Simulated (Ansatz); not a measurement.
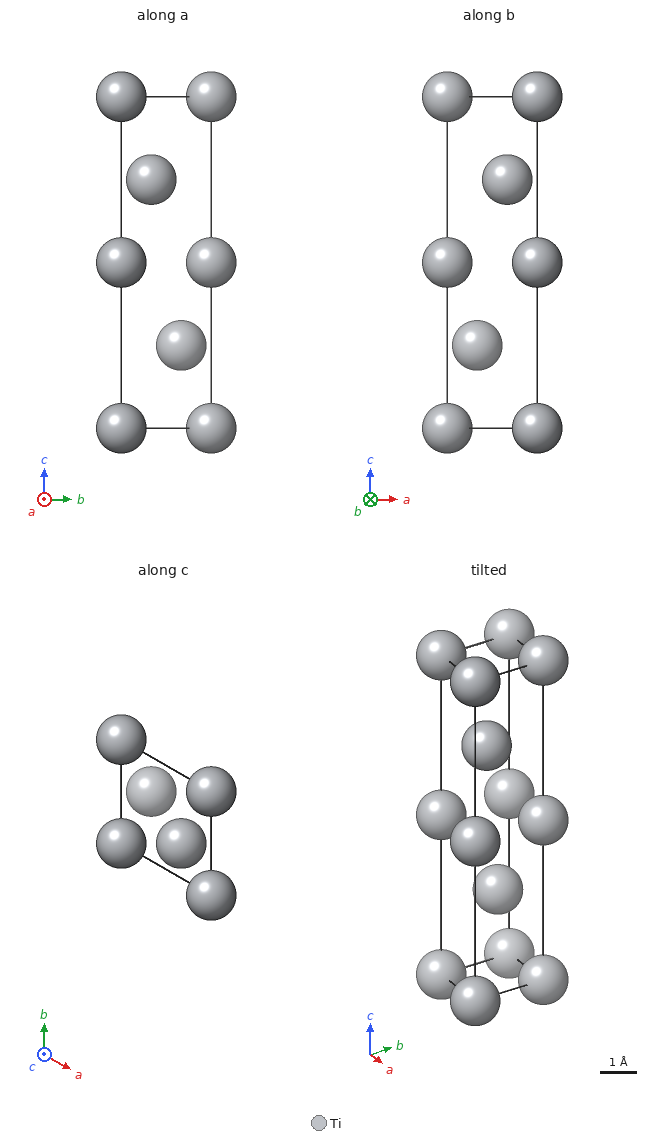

An orthographic spheres-only view of the structure, along the a axis, along the b axis, along the c axis and slightly off an axis. Lines trace the edges of the conventional unit cell.

Lattice parameters: a = 2.896 Å, b = 2.896 Å, c = 9.244 Å, α = 90.00°, β = 90.00°, γ = 120.00°.

**Give the structure in the form of a table of Wyckoff sites.**

Space group P6_3/mmc (No. 194).
```csv
atom,site,x,y,z
Ti,2a,0.0000,0.0000,0.0000
Ti,2c,0.3333,0.6667,0.2500
```

Origin of the cell: a structure type filled with this element by a generator (whether the element takes this form wasn't checked). Earlier steps of the study may have refined or changed the cell and positions. It went into a calculation with Ansatz.

At this level of theory the cell isn't at rest (compressed, at 5 GPa), so its distances can differ from those at equilibrium, the more so the softer the solid.
